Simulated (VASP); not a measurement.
Band structure of MgO (rock salt). Level of theory: B3LYP hybrid, VASP's PBE PAW potentials (set 64) (plane waves; VASP).

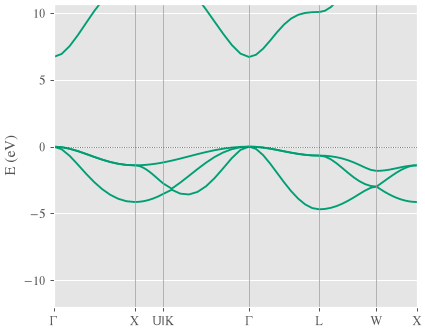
Figure: Bands along high-symmetry lines, zero at the valence-band maximum or, without a gap, the Fermi level

Question: Read the plot: is there a gap, and where are the band edges?

Answer: The gap is direct, 6.71 eV, from the valence maximum at Γ to the conduction minimum at Γ.

Measured: gap 8.36 eV (computed value off by -1.65 eV), as given by Wei Chen et al., Physical Review Materials (2018), doi:10.1103/physrevmaterials.2.073803 [zero-point renormalisation of 0.53 eV added back (the table's ZPR column)].

The compound is MgO in the rock salt structure. It was relaxed first. The cell's shape comes from a PBE relaxation.
